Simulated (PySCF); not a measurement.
**C4H10OSi: runs on many settings**

Aim: see how C4H10OSi (`C=C[C@@H](C)[SiH2]O`) answers to the choice of functional, basis, grid and SCF options.

The runs use PySCF 2.14.0, with density-fitted response routines of our own; the level of theory stands in each step. All values are computed, except where a source is named. Atoms count from 0, in the outputs and in this text.

1 further run of the same task is left out (for a known fault of the program).

## Step 1: Starting geometry

16 atoms, charge 0, multiplicity 1; geometry from: GFN2-xTB.

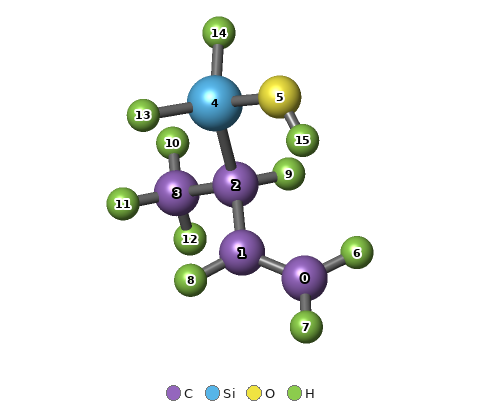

The starting geometry (carbon purple, silicon blue, oxygen yellow, hydrogen green), atoms numbered.

## Step 2: Nuclear shieldings: PBE0/pcSseg-1

What the job is given:

```
{"job": {"kind": "nmr", "xc": "PBE0", "basis": "pcSseg-1"}, "charge": 0, "multiplicity": 1}
C     -0.426205    -2.075380     0.459738
C     -0.488559    -0.764474     0.630486
C     -0.411628     0.243510    -0.463094
C     -1.314061     1.440869    -0.183369
Si     1.427013     0.758603    -0.673530
O      2.325571    -0.560152    -0.977369
H     -0.364736    -2.515255    -0.523507
H     -0.454063    -2.764245     1.287148
H     -0.559188    -0.356426     1.631155
H     -0.734566    -0.228484    -1.397028
H     -1.247232     2.165232    -0.991815
H     -1.020113     1.935941     0.739733
H     -2.353226     1.128170    -0.086408
H      1.881923     1.414864     0.554366
H      1.618820     1.582676    -1.858704
H      2.112652    -1.396506    -0.568734
```

With the program's defaults for keys left out, this is: GIAO PBE0/pcSseg-1 NMR shielding, non-relativistic, gas phase.

Command:

```bash
$ OMP_NUM_THREADS=1 python probes_run.py task.json out
```

The driver reads the jobs from task.json and runs them one after another.

The log of the run:

```text
coarse grid: 13256 points
cycle   1  E = -522.5788115237  dE =  5.531e-01  |g| = 7.655e-01  |ddm| = 3.450e+00
cycle   2  E = -522.4646964932  dE =  1.141e-01  |g| = 1.099e+00  |ddm| = 1.616e+00
cycle   3  E = -522.6906988984  dE = -2.260e-01  |g| = 1.047e-01  |ddm| = 1.129e+00
cycle   4  E = -522.6928397811  dE = -2.141e-03  |g| = 3.613e-02  |ddm| = 1.173e-01
cycle   5  E = -522.6931527465  dE = -3.130e-04  |g| = 9.819e-03  |ddm| = 3.885e-02
cycle   6  E = -522.6931715555  dE = -1.881e-05  |g| = 4.517e-03  |ddm| = 1.122e-02
cycle   7  E = -522.6931767323  dE = -5.177e-06  |g| = 6.396e-04  |ddm| = 3.932e-03
final grid: 121688 points
cycle   8  E = -522.7385532453  dE = -3.016e-05  |g| = 8.948e-03  |ddm| = 2.812e-02
cycle   9  E = -522.7385406788  dE =  1.257e-05  |g| = 1.192e-02  |ddm| = 1.729e-02
cycle  10  E = -522.7385715634  dE = -3.088e-05  |g| = 1.309e-03  |ddm| = 1.031e-02
cycle  11  E = -522.7385719130  dE = -3.496e-07  |g| = 1.854e-04  |ddm| = 1.103e-03
cycle  12  E = -522.7385719183  dE = -5.286e-09  |g| = 1.127e-04  |ddm| = 2.105e-04
cycle  13  E = -522.7385719213  dE = -2.998e-09  |g| = 2.673e-05  |ddm| = 1.095e-04
cycle  14  E = -522.7385719215  dE = -1.673e-10  |g| = 5.139e-06  |ddm| = 2.831e-05
converged SCF energy = -522.7385719215

GIAO shielding tensors (ppm)
atom      isotropic    diamagn.    paramagn.     s11        s22        s33       span
  0 C       69.880     255.329    -185.448    -38.998     89.035    159.604    198.602
  1 C       34.613     259.040    -224.428    -83.834     40.722    146.949    230.783
  2 C      153.304     253.337    -100.033    143.666    151.405    164.840     21.174
  3 C      172.598     246.767     -74.169    159.640    169.502    188.653     29.014
  4 Si     374.645     879.840    -505.196    343.641    355.678    424.615     80.973
  5 O      326.424     389.117     -62.693    291.829    334.314    353.130     61.301
  6 H       26.448      32.788      -6.340     22.655     25.791     30.900      8.245
  7 H       26.476      30.420      -3.944     23.450     25.379     30.598      7.148
  8 H       25.704      33.855      -8.151     23.395     25.081     28.635      5.239
  9 H       29.784      34.117      -4.332     26.152     29.449     33.752      7.600
 10 H       30.641      29.800       0.840     25.868     28.430     37.624     11.756
 11 H       30.786      30.775       0.011     26.888     28.894     36.577      9.689
 12 H       30.312      29.618       0.694     26.011     27.942     36.982     10.971
 13 H       27.192      30.208      -3.016     23.493     25.956     32.127      8.634
 14 H       26.987      29.672      -2.685     23.482     25.657     31.822      8.339
 15 H       29.963      33.331      -3.368     20.012     27.444     42.433     22.421
```

It took 21 s on 1 thread of Arm Neoverse V1, shared host; peak memory 0.79 GiB.

The references, computed at this level on geometries of the same kind, shield at (ppm): ¹H TMS 31.72, ¹³C TMS 186.9, ²⁹Si TMS 349.2, ¹⁷O H2O 336.1. Their shielding less the atom's gives the shift. The references are single molecules in the gas phase, so shifts against H2O, NH3, PH3, H3PO4 or CFCl3 are not on the usual liquid scales and can be off by tens of ppm. Atoms listed in one row are averaged.

```tsv
atoms	environment	σ (ppm)	δ (ppm)	δ scaled to CDCl3
C1	alkene CH	34.6	152.3	146.7
C0	terminal =CH2 carbon	69.9	117.0	112.3
C2	allylic sp3 CH bonded to Si	153.3	33.6	30.9
C3	methyl carbon	172.6	14.3	12.1
H8	hydrogen on an alkene CH	25.70	6.01	5.77
H6	hydrogen on a terminal =CH2 carbon	26.45	5.27	5.07
H7	hydrogen on a terminal =CH2 carbon	26.48	5.24	5.05
H14	hydrogen on a silicon bonded to C, O	26.99	4.73	–
H13	hydrogen on a silicon bonded to C, O	27.19	4.53	–
H9	hydrogen on an allylic sp3 CH bonded to Si	29.78	1.93	1.93
H15	hydrogen on an oxygen bonded to Si	29.96	1.75	–
H10, H11, H12	hydrogen on a methyl carbon	30.58	1.14	1.18
Si4	silicon bonded to C, O, 2 H	374.6	-25.5	–
O5	oxygen bonded to Si, H	326.4	9.7	–
```

The scaled column applies a straight-line fit of computed shieldings to shifts measured in CDCl3 (root-mean-square error 0.16 ppm for H, 1.9 ppm for C).

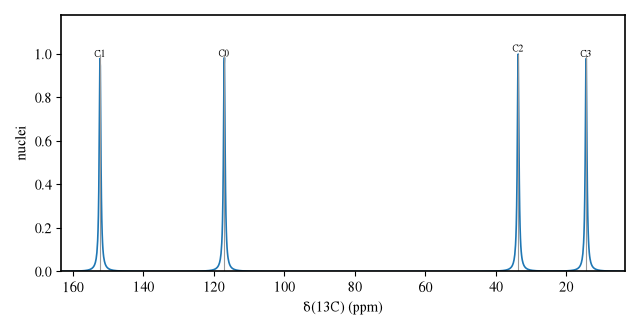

¹³C lines at the computed shifts, without couplings. Lines are broadened to a width of 0.55 ppm (Lorentzian).

Charges from the same density, by scheme (e):

```tsv
atoms	Mulliken	IAO	Hirshfeld	ESP fit
C0	-0.17	-0.35	-0.11	-0.47
C1	-0.21	-0.12	-0.03	-0.08
C2	-0.56	-0.40	-0.11	-0.09
C3	-0.23	-0.41	-0.12	-0.46
Si4	0.89	1.02	0.40	0.58
O5	-0.56	-0.79	-0.31	-0.65
```

ESP fit charges:

C0 -0.47; C1 -0.08; C2 -0.09; C3 -0.46; Si4 0.58; O5 -0.65; H6 0.18; H7 0.18; H8 0.14; H9 0.12; H10 0.12; H11 0.12; H12 0.15; H13 -0.12; H14 -0.10; H15 0.40

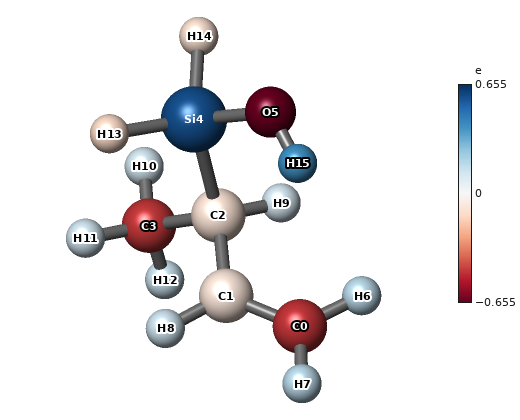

ESP fit charges, as colours on the atoms.

Mayer bond orders: C0–C1 1.95, C1–C2 1.00, C2–C3 1.03, C2–Si4 0.83, Si4–O5 1.04.

## Step 3: Ultraviolet spectrum: PBE0/def2-SVPD

Same as in step 2 but for these lines:

```diff
@@ -1,2 +1,2 @@
-{"job": {"kind": "nmr", "xc": "PBE0", "basis": "pcSseg-1"}, "charge": 0, "multiplicity": 1}
+{"job": {"kind": "uv", "xc": "PBE0", "basis": "def2-SVPD", "nstates": 6, "ntriplets": 2}, "charge": 0, "multiplicity": 1}
 C     -0.426205    -2.075380     0.459738
```

Method: TDDFT PBE0/def2-SVPD, vertical, gas phase, core orbitals frozen in the response.

The log of the run:

```text
coarse grid: 13256 points
cycle   1  E = -522.3480356695  dE =  5.026e-01  |g| = 7.225e-01  |ddm| = 5.723e+00
cycle   2  E = -522.2204722917  dE =  1.276e-01  |g| = 1.086e+00  |ddm| = 1.977e+00
cycle   3  E = -522.4542071337  dE = -2.337e-01  |g| = 1.062e-01  |ddm| = 1.065e+00
cycle   4  E = -522.4565338860  dE = -2.327e-03  |g| = 3.670e-02  |ddm| = 1.847e-01
cycle   5  E = -522.4568763838  dE = -3.425e-04  |g| = 8.936e-03  |ddm| = 6.858e-02
cycle   6  E = -522.4568927611  dE = -1.638e-05  |g| = 4.074e-03  |ddm| = 2.006e-02
cycle   7  E = -522.4568970530  dE = -4.292e-06  |g| = 6.069e-04  |ddm| = 6.418e-03
final grid: 121688 points
cycle   8  E = -522.5319553936  dE = -3.610e-05  |g| = 8.449e-03  |ddm| = 1.429e-01
cycle   9  E = -522.5319424439  dE =  1.295e-05  |g| = 1.149e-02  |ddm| = 2.836e-02
cycle  10  E = -522.5319727248  dE = -3.028e-05  |g| = 1.291e-03  |ddm| = 1.396e-02
cycle  11  E = -522.5319730843  dE = -3.595e-07  |g| = 1.613e-04  |ddm| = 1.690e-03
cycle  12  E = -522.5319730885  dE = -4.174e-09  |g| = 1.048e-04  |ddm| = 4.424e-04
cycle  13  E = -522.5319730911  dE = -2.661e-09  |g| = 2.731e-05  |ddm| = 1.918e-04
cycle  14  E = -522.5319730913  dE = -1.933e-10  |g| = 5.519e-06  |ddm| = 6.298e-05
converged SCF energy = -522.5319730913

Static polarisability (au): isotropic 79.315, principal 66.848 77.966 93.131

Singlet excitations
state   eV       nm        f      main configurations
  1   6.3174    196.3   0.23782   H->L 0.90
  2   6.5149    190.3   0.02379   H->L+1 0.96
  3   6.8689    180.5   0.00876   H->L+2 0.95
  4   7.3962    167.6   0.02602   H-1->L 0.38, H->L+3 0.33, H->L+4 0.15
  5   7.4446    166.5   0.05061   H-1->L 0.47, H->L+3 0.38, H->L+5 0.10
  6   7.4827    165.7   0.04938   H->L+4 0.78

Triplet excitations (Tamm-Dancoff, eV): 4.2220 6.2756
```

It took 33 s on 1 thread of Arm Neoverse V1, shared host; peak memory 0.83 GiB.

Frontier orbitals and where they lie:

```tsv
orbital	eV	atoms
HOMO−3	-9.80	C2 22 %, C1 16 %, H9 12 %
HOMO−2	-8.98	O5 18 %, C1 15 %, C2 15 %
HOMO−1	-8.62	O5 37 %, Si4 19 %, H13 16 %
HOMO	-7.23	C0 29 %, C1 21 %, C2 17 %
LUMO	-0.19	C0 29 %, C1 29 %, Si4 8 %
LUMO+1	0.41	O5 23 %, Si4 22 %, H15 11 %
LUMO+2	0.73	Si4 19 %, C3 17 %, C0 7 %
```

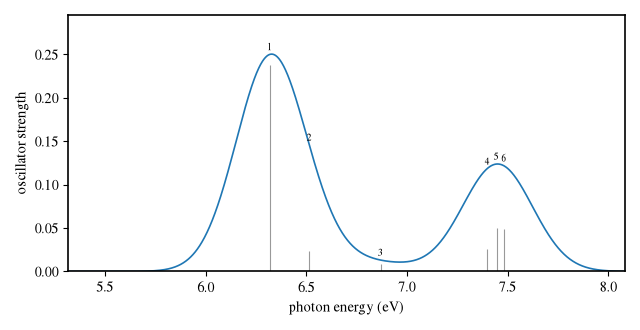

Absorption spectrum from the 6 singlet states computed; above the last one it falls off for lack of states. Lines are broadened to a width of 0.40 eV (Gaussian).

Ground-state properties from the same run:

```tsv
property	computed
dipole moment (D)	1.57
polarisability (Å³)	11.75
HOMO–LUMO gap (eV)	7.04
−ε(HOMO) (eV)	7.23
```

## Step 4: Indirect couplings: wB97X/cc-pVDZ

Same as in step 3 but for these lines:

```diff
@@ -1,2 +1,2 @@
-{"job": {"kind": "uv", "xc": "PBE0", "basis": "def2-SVPD", "nstates": 6, "ntriplets": 2}, "charge": 0, "multiplicity": 1}
+{"job": {"kind": "j", "xc": "wB97X", "basis": "cc-pVDZ", "grid": 3, "scf": {"guess": "atom"}}, "charge": 0, "multiplicity": 1}
 C     -0.426205    -2.075380     0.459738
```

Level: wB97X/cc-pVDZ indirect spin-spin coupling, non-relativistic, gas phase.

The log of the run:

```text
final grid: 187816 points
cycle   1  E = -522.9043908290  dE =  1.886e+00  |g| = 9.545e-01  |ddm| = 7.542e+00
cycle   2  E = -522.9615050371  dE = -5.711e-02  |g| = 8.675e-01  |ddm| = 2.814e+00
cycle   3  E = -523.1069870137  dE = -1.455e-01  |g| = 9.857e-02  |ddm| = 1.190e+00
cycle   4  E = -523.1089632109  dE = -1.976e-03  |g| = 3.058e-02  |ddm| = 1.974e-01
cycle   5  E = -523.1092254716  dE = -2.623e-04  |g| = 5.719e-03  |ddm| = 7.345e-02
cycle   6  E = -523.1092349814  dE = -9.510e-06  |g| = 2.406e-03  |ddm| = 1.359e-02
cycle   7  E = -523.1092367218  dE = -1.740e-06  |g| = 5.428e-04  |ddm| = 5.170e-03
cycle   8  E = -523.1092369177  dE = -1.959e-07  |g| = 2.258e-04  |ddm| = 2.108e-03
cycle   9  E = -523.1092369407  dE = -2.306e-08  |g| = 6.528e-05  |ddm| = 6.334e-04
cycle  10  E = -523.1092369437  dE = -2.932e-09  |g| = 1.875e-05  |ddm| = 2.448e-04
cycle  11  E = -523.1092369439  dE = -2.173e-10  |g| = 5.429e-06  |ddm| = 6.797e-05
converged SCF energy = -523.1092369439

Indirect spin-spin couplings (Hz)
  i      j    bonds     total        FC       PSO       DSO        SD
  0 C    1 C    1     79.498    88.235    -8.905     0.168         -
  0 C    2 C    2      0.087     0.436    -0.330    -0.019         -
  0 C    3 C    3      5.013     4.979     0.101    -0.066         -
  0 C    4 Si   3     -6.460    -5.943    -0.049     0.017    -0.485
  0 C    6 H    1    138.801   137.917     0.167     0.716         -
  0 C    7 H    1    143.359   142.568     0.138     0.653         -
  0 C    8 H    2      0.360     2.098    -1.261    -0.477         -
  0 C    9 H    3      5.382     5.653    -0.343     0.071         -
  0 C   10 H    4      0.781     0.854     0.266    -0.338         -
  0 C   11 H    4     -0.166    -0.082     0.197    -0.280         -
  0 C   14 H    4      0.823     1.024     0.117    -0.318         -
  0 C   15 H    5      0.250    -0.024    -0.249     0.522         -
  1 C    2 C    1     52.060    53.297    -1.505     0.269         -
  1 C    3 C    2     -1.459    -1.356    -0.132     0.029         -
  1 C    4 Si   2      4.441     4.133    -0.027    -0.031     0.366
  1 C    5 O    3      0.094     0.129    -0.029    -0.006         -
  1 C    6 H    2      0.471     2.389    -1.479    -0.439         -
  1 C    7 H    2     -0.013     1.819    -1.342    -0.490         -
  1 C    8 H    1    133.984   133.255    -0.255     0.984         -
  1 C    9 H    2     -2.500    -2.210    -0.293     0.003         -
  1 C   10 H    3      8.859     8.997     0.246    -0.384         -
  1 C   11 H    3      2.321     2.348    -0.128     0.101         -
  1 C   12 H    3      2.178     2.093    -0.022     0.107         -
  1 C   13 H    3      0.531     0.465    -0.006     0.072         -
  1 C   14 H    3      1.918     2.188     0.122    -0.392         -
  2 C    3 C    1     44.741    44.475     0.040     0.226         -
  2 C    4 Si   1    -59.370   -59.330     1.368    -0.128    -1.280
  2 C    5 O    2     -0.085    -0.283     0.188     0.009         -
  2 C    6 H    3      4.351     4.406    -0.150     0.095         -
  2 C    7 H    3      7.065     7.271     0.213    -0.418         -
  2 C    8 H    2      4.422     4.533    -0.018    -0.093         -
  2 C    9 H    1    124.230   122.184     0.851     1.195         -
  2 C   10 H    2      0.344     0.186     0.201    -0.043         -
  2 C   11 H    2     -1.000    -1.193     0.230    -0.036         -
  2 C   12 H    2     -1.640    -1.777     0.210    -0.074         -
  2 C   13 H    2      5.770     5.977    -0.114    -0.094         -
  2 C   14 H    2      4.484     4.732    -0.122    -0.126         -
  2 C   15 H    3      0.646     0.656    -0.093     0.083         -
  3 C    4 Si   2     -1.989    -2.078     0.060    -0.012     0.041
  3 C    5 O    3     -0.202    -0.315     0.067     0.046         -
  3 C    6 H    4     -0.807    -0.753     0.163    -0.217         -
  3 C    7 H    4     -0.522    -0.455     0.213    -0.280         -
  3 C    8 H    3      3.842     3.724     0.008     0.111         -
  3 C    9 H    2     -1.741    -1.848     0.188    -0.081         -
  3 C   10 H    1    118.719   117.143     0.864     0.712         -
  3 C   11 H    1    119.013   117.441     0.832     0.740         -
  3 C   12 H    1    122.308   120.827     0.779     0.701         -
  3 C   13 H    3      0.353     0.338     0.013     0.003         -
  3 C   14 H    3     -0.110    -0.096     0.027    -0.041         -
  3 C   15 H    4     -0.272    -0.122     0.128    -0.277         -
  4 Si   5 O    1     -0.104     4.550    -5.135     0.044     0.437
  4 Si   6 H    4      2.389     2.365    -0.030     0.045     0.009
  4 Si   7 H    4      2.600     2.518    -0.121     0.182     0.021
  4 Si   8 H    3     -1.902    -2.000    -0.013     0.037     0.075
  4 Si   9 H    2      6.309     6.160     0.240    -0.002    -0.089
  4 Si  10 H    3     -2.712    -2.686     0.021    -0.065     0.017
  4 Si  11 H    3     -2.914    -2.890     0.014    -0.058     0.020
  4 Si  12 H    3    -13.878   -13.876    -0.216     0.253    -0.039
  4 Si  13 H    1   -185.079  -185.476     1.212    -0.364    -0.452
  4 Si  14 H    1   -196.285  -196.676     1.243    -0.355    -0.497
  4 Si  15 H    2     -1.207    -1.964     0.359     0.550    -0.153
  5 O    9 H    3     -0.123    -0.119    -0.016     0.013         -
  5 O   12 H    4     -0.226    -0.334    -0.069     0.177         -
  5 O   13 H    2     -4.122    -4.299    -0.024     0.201         -
  5 O   14 H    2    -12.582   -12.670    -0.037     0.124         -
  5 O   15 H    1    -88.293   -76.251   -11.509    -0.533         -
  6 H    7 H    2     -0.022     0.714     2.597    -3.333         -
  6 H    8 H    3      9.301    10.822     1.633    -3.154         -
  6 H   10 H    5     -0.317    -0.055     0.656    -0.917         -
  6 H   11 H    5     -0.278     0.098     0.850    -1.226         -
  6 H   13 H    5     -0.461     0.096     0.517    -1.074         -
  6 H   14 H    5     -0.785    -0.279     0.284    -0.790         -
  6 H   15 H    6      0.714    -0.147    -1.419     2.280         -
  7 H    8 H    3      6.074     6.452     0.152    -0.531         -
  7 H    9 H    4     -1.090    -0.537     0.984    -1.537         -
  7 H   10 H    5     -0.206     0.193     0.915    -1.313         -
  7 H   11 H    5     -0.281    -0.022     0.619    -0.878         -
  7 H   12 H    5     -0.154     0.076     0.521    -0.751         -
  7 H   13 H    5     -0.243     0.018     0.415    -0.676         -
  7 H   14 H    5     -0.996    -0.307     0.642    -1.331         -
  7 H   15 H    6      0.290     0.012    -0.353     0.631         -
  8 H    9 H    3      5.772     6.649     1.697    -2.573         -
  8 H   10 H    4     -0.231     0.154     1.135    -1.519         -
  8 H   11 H    4      0.697     0.082    -0.938     1.552         -
  8 H   12 H    4      0.179     0.036     0.034     0.109         -
  8 H   13 H    4      0.655     0.264    -0.323     0.714         -
  8 H   14 H    4     -0.729     0.233     0.629    -1.592         -
  9 H   10 H    3      1.858     1.695     0.307    -0.145         -
  9 H   11 H    3      8.961     9.720     1.869    -2.628         -
  9 H   12 H    3      3.119     3.018     0.292    -0.191         -
  9 H   13 H    3      2.563     3.959     0.885    -2.282         -
  9 H   14 H    3      0.649     0.746    -0.037    -0.060         -
 10 H   11 H    2     -8.378    -8.042     2.048    -2.385         -
 10 H   12 H    2     -8.360    -7.933     2.083    -2.510         -
 10 H   13 H    4     -0.243    -0.043     0.201    -0.401         -
 10 H   14 H    4      0.717     0.269    -0.504     0.952         -
 10 H   15 H    5     -0.611    -0.006     0.680    -1.286         -
 11 H   12 H    2     -8.057    -7.671     2.035    -2.421         -
 11 H   13 H    4      0.906     0.340    -0.597     1.163         -
 11 H   14 H    4     -0.422    -0.087     0.273    -0.608         -
 11 H   15 H    5     -0.482    -0.003     0.507    -0.986         -
 12 H   13 H    4     -0.511    -0.132     0.794    -1.173         -
 12 H   14 H    4     -0.628    -0.224     0.745    -1.149         -
 12 H   15 H    5     -0.441    -0.082     0.635    -0.993         -
 13 H   14 H    2     10.838    12.622     0.367    -2.151         -
 13 H   15 H    3     -1.958    -0.924     0.842    -1.876         -
 14 H   15 H    3      4.903     6.722     1.845    -3.664         -
```

Wall time 44 s (1 thread of Arm Neoverse V1, shared host); peak memory 0.85 GiB.

This basis has no tight s functions, so the Fermi-contact terms are rough.

Couplings of 1 Hz or more, nine at most for each number of bonds, with means over like pairs (isotopes 13C, 1H, 17O, 29Si):

```tsv
pair	bonds	J (Hz)	Fermi contact (Hz)	dihedral (°)
Si4–H14	1	-196.3	-196.7	–
Si4–H13	1	-185.1	-185.5	–
C0–H7	1	143.4	142.6	–
C0–H6	1	138.8	137.9	–
C1–H8	1	134.0	133.3	–
C2–H9	1	124.2	122.2	–
C3–H10	1	120.0	118.5	–
O5–H15	1	-88.3	-76.3	–
C0–C1	1	79.5	88.2	–
O5–H14	2	-12.6	-12.7	–
H13–H14	2	10.8	12.6	–
H10–H11	2	-8.3	-7.9	–
Si4–H9	2	6.3	6.2	–
C2–H13	2	5.8	6.0	–
C2–H14	2	4.5	4.7	–
C1–Si4	2	4.4	4.1	–
C2–H8	2	4.4	4.5	–
O5–H13	2	-4.1	-4.3	–
H6–H8	3	9.3	10.8	179
C2–H7	3	7.1	7.3	178
Si4–H10	3	-6.5	-6.5	–
C0–Si4	3	-6.5	-5.9	-92
H7–H8	3	6.1	6.5	1
H8–H9	3	5.8	6.6	-158
C0–H9	3	5.4	5.7	25
C0–C3	3	5.0	5.0	144
H14–H15	3	4.9	6.7	-154
Si4–H7	4	2.6	2.5	–
Si4–H6	4	2.4	2.4	–
H7–H9	4	-1.1	-0.5	–
```

The spin-dipole term was solved for some atoms only; pairs without it lack that part.

The response was solved for the nuclei of C, H, Si alone, so couplings that need other nuclei can be missing.

Quadrupole couplings from the field gradients of the same density:

```tsv
atom	isotope	eQq/h (MHz)	η
O5	17O	-8.676	0.49
```

Shifts (PBE0/pcSseg-1, unscaled) and these couplings together give the proton spectrum at 400 MHz below.

¹H NMR δ 6.01 (dt, J = 9.3, 5.9 Hz, 1H), 5.27 (d, J = 9.3 Hz, 1H), 5.24 (dt, J = 6.1, 1.0 Hz, 1H), 4.73 (dd, J = 10.8, 1.0 Hz, 1H), 4.53 (dd, J = 10.8, 2.6 Hz, 1H), 1.93 (m, 1H), 1.75 (br s, 1H), 1.14 (d, J = 4.6 Hz, 3H).

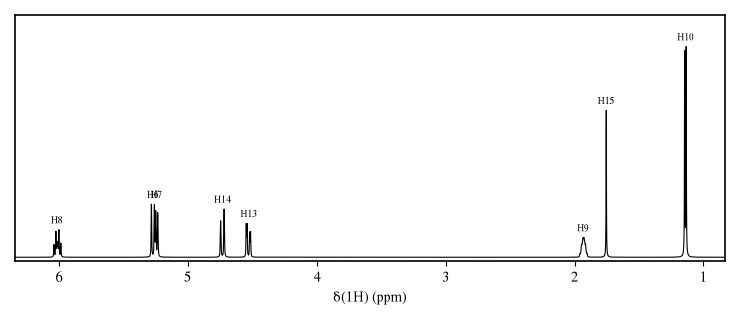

Simulated proton spectrum at 400 MHz, by exact diagonalisation of each spin system; lines 1.2 Hz wide, exchangeable protons uncoupled.

(Part 1 of 2 ends here.)
